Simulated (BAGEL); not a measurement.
# CH6BNS (SMILES CSBN): HF/STO-3G (density fitting with qzvpp-jkfit)

Aim: the vertical singlet–triplet gap of CH6BNS at HF/STO-3G (density fitting with qzvpp-jkfit), from 2 runs. 

The results are computed with BAGEL 1.2.2.

### 1 The system as given

CH6BNS has 10 atoms, charge 0, and is taken as a singlet. SMILES: `CSBN`. The shape is that of a GFN2-xTB optimisation. This is one conformer, not always the lowest.

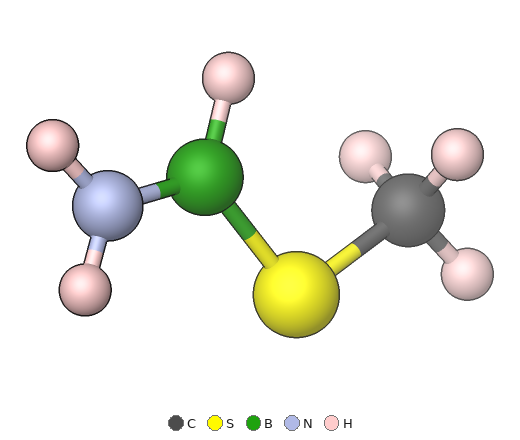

Viewed from a chosen angle; carbon dark grey, sulfur yellow, boron green, nitrogen light blue, hydrogen pink.

### 2 A single-point energy at HF/STO-3G (density fitting with qzvpp-jkfit)

The input, calc.json:

```json
{ "bagel" : [

{
  "title" : "molecule",
  "basis" : "sto-3g",
  "df_basis" : "qzvpp-jkfit",
  "angstrom" : true,
  "geometry" : [
    { "atom" : "C", "xyz" : [      -1.839640,       0.604900,       0.006780 ] },
    { "atom" : "S", "xyz" : [      -0.349140,       0.373890,      -1.022440 ] },
    { "atom" : "B", "xyz" : [       0.807510,      -0.313750,       0.175930 ] },
    { "atom" : "N", "xyz" : [       2.092710,      -0.629520,      -0.229320 ] },
    { "atom" : "H", "xyz" : [      -1.624560,       1.311270,       0.802270 ] },
    { "atom" : "H", "xyz" : [      -2.147660,      -0.350330,       0.419680 ] },
    { "atom" : "H", "xyz" : [      -2.615630,       0.998800,      -0.640650 ] },
    { "atom" : "H", "xyz" : [       0.463640,      -0.486130,       1.280480 ] },
    { "atom" : "H", "xyz" : [       2.793200,      -1.016180,       0.378400 ] },
    { "atom" : "H", "xyz" : [       2.419570,      -0.492940,      -1.171130 ] }
  ]
},

{
  "title" : "hf"
},

{
  "title" : "print",
  "file" : "orbitals.molden",
  "orbitals" : true
}

]}
```

On the command line:

```bash
$ BAGEL_NUM_THREADS=1 BAGEL calc.json > calc.out
```

The program printed:

```text
* using 1 threads per process

  ===============================================================
  ===============================================================

  *** Geometry ***

  { "atom" : "C", "xyz" : [     -3.476416,      1.143095,      0.012812 ] },
  { "atom" : "S", "xyz" : [     -0.659779,      0.706550,     -1.932132 ] },
  { "atom" : "B", "xyz" : [      1.525973,     -0.592902,      0.332460 ] },
  { "atom" : "N", "xyz" : [      3.954649,     -1.189620,     -0.433352 ] },
  { "atom" : "H", "xyz" : [     -3.069973,      2.477941,      1.516071 ] },
  { "atom" : "H", "xyz" : [     -4.058489,     -0.662028,      0.793080 ] },
  { "atom" : "H", "xyz" : [     -4.942824,      1.887458,     -1.210653 ] },
  { "atom" : "H", "xyz" : [      0.876153,     -0.918653,      2.419757 ] },
  { "atom" : "H", "xyz" : [      5.278383,     -1.920302,      0.715072 ] },
  { "atom" : "H", "xyz" : [      4.572325,     -0.931522,     -2.213115 ] },

  Number of auxiliary basis functions:      463

  Since a DF basis is specified, we compute 2- and 3-index integrals:
    o Being stored without compression. Storage requirement is 0.003 GB

  Number of basis functions:       30
  Number of electrons      :       40

    * METHOD: MOLECULE                             0.13

  *** RHF ***

  === Nuclear Repulsion ===
   148.9639386478

      * DIIS with orbital gradients will be used.

  === RHF iteration (sto-3g) ===
      0       -512.21167479          0.01176943           0.01
      1       -512.25866960          0.00343143           0.01
      2       -512.26236672          0.00083759           0.01
      3       -512.26268597          0.00011576           0.01
      4       -512.26269282          0.00004204           0.01
      5       -512.26269410          0.00000974           0.01
      6       -512.26269417          0.00000174           0.01
      7       -512.26269417          0.00000043           0.01
      8       -512.26269417          0.00000010           0.01
      9       -512.26269417          0.00000003           0.01
     10       -512.26269417          0.00000001           0.01
    * SCF iteration converged.

    * Permanent dipole moment:
           (   -0.435994,     0.173286,    -0.120683) a.u.

    * METHOD: HF                                   0.23

    * METHOD: PRINT                                0.00

  ===============================================================
```

Wall time 0.52 s (1 thread of Arm Neoverse V2, shared host).

### 3 The triplet

The input, calc.json:

```json
{ "bagel": [

{
  "title": "molecule",
  "basis": "sto-3g",
  "df_basis": "qzvpp-jkfit",
  "angstrom": true,
  "geometry": [
    { "atom": "C", "xyz": [      -1.839640,       0.604900,       0.006780 ] },
    { "atom": "S", "xyz": [      -0.349140,       0.373890,      -1.022440 ] },
    { "atom": "B", "xyz": [       0.807510,      -0.313750,       0.175930 ] },
    { "atom": "N", "xyz": [       2.092710,      -0.629520,      -0.229320 ] },
    { "atom": "H", "xyz": [      -1.624560,       1.311270,       0.802270 ] },
    { "atom": "H", "xyz": [      -2.147660,      -0.350330,       0.419680 ] },
    { "atom": "H", "xyz": [      -2.615630,       0.998800,      -0.640650 ] },
    { "atom": "H", "xyz": [       0.463640,      -0.486130,       1.280480 ] },
    { "atom": "H", "xyz": [       2.793200,      -1.016180,       0.378400 ] },
    { "atom": "H", "xyz": [       2.419570,      -0.492940,      -1.171130 ] }
  ]
},

{
  "title": "uhf",
  "nopen": 2
},

{
  "title": "print",
  "file": "orbitals.molden",
  "orbitals": true
}

]}
```

On the command line:

```bash
$ BAGEL_NUM_THREADS=1 BAGEL calc.json > calc.out
```

The program printed:

```text
* using 1 threads per process

  ===============================================================
  ===============================================================

  *** Geometry ***

  { "atom" : "C", "xyz" : [     -3.476416,      1.143095,      0.012812 ] },
  { "atom" : "S", "xyz" : [     -0.659779,      0.706550,     -1.932132 ] },
  { "atom" : "B", "xyz" : [      1.525973,     -0.592902,      0.332460 ] },
  { "atom" : "N", "xyz" : [      3.954649,     -1.189620,     -0.433352 ] },
  { "atom" : "H", "xyz" : [     -3.069973,      2.477941,      1.516071 ] },
  { "atom" : "H", "xyz" : [     -4.058489,     -0.662028,      0.793080 ] },
  { "atom" : "H", "xyz" : [     -4.942824,      1.887458,     -1.210653 ] },
  { "atom" : "H", "xyz" : [      0.876153,     -0.918653,      2.419757 ] },
  { "atom" : "H", "xyz" : [      5.278383,     -1.920302,      0.715072 ] },
  { "atom" : "H", "xyz" : [      4.572325,     -0.931522,     -2.213115 ] },

  Number of auxiliary basis functions:      463

  Since a DF basis is specified, we compute 2- and 3-index integrals:
    o Being stored without compression. Storage requirement is 0.003 GB

  Number of basis functions:       30
  Number of electrons      :       40

    * METHOD: MOLECULE                             0.13

  *** Open-shell HF ***

  === Nuclear Repulsion ===
   148.9639386478

      * DIIS with orbital gradients will be used.

  === UHF iteration (sto-3g) ===
      0       -511.95598729          0.02556873           0.03
      1       -512.01646908          0.00665488           0.03
      2       -512.02240700          0.00283792           0.03
      3       -512.02373540          0.00141285           0.03
      4       -512.02494434          0.00097279           0.03
      5       -512.02577659          0.00031063           0.03
      6       -512.02584461          0.00011722           0.03
      7       -512.02585195          0.00003933           0.03
      8       -512.02585319          0.00001103           0.03
      9       -512.02585340          0.00000176           0.03
     10       -512.02585346          0.00000047           0.03
     11       -512.02585347          0.00000030           0.03
     12       -512.02585348          0.00000017           0.03
     13       -512.02585348          0.00000006           0.03
     14       -512.02585348          0.00000005           0.03
     15       -512.02585348          0.00000004           0.03
     16       -512.02585348          0.00000001           0.03
     17       -512.02585348          0.00000000           0.03
    * SCF iteration converged.

    * S^2 (UHF) is 2.0127

    * Permanent dipole moment:
           (    1.360587,    -0.686753,     0.920930) a.u.

    * METHOD: UHF                                  0.60

    * METHOD: PRINT                                0.00

  ===============================================================
```

Run time: 0.9 s. Hardware: 1 thread of Arm Neoverse V2, shared host.

### 4 What came out

At HF/STO-3G (density fitting with qzvpp-jkfit):

```
                                        quantity          value
                           singlet: total energy  -512.26269 Eh
                          singlet: dipole moment         1.23 D
                            singlet: HOMO energy       -6.63 eV
                            singlet: LUMO energy        9.41 eV
                          singlet: HOMO–LUMO gap       16.04 eV
                           triplet: total energy  -512.02585 Eh
                          triplet: dipole moment         4.53 D
                                   triplet: ⟨S²⟩          2.013
vertical energy of the triplet above the singlet       6.445 eV
```

At this shape the triplet lies 6.44 eV (149 kcal/mol) above the singlet. In a minimal basis such a difference can be off by several eV, whatever the method.
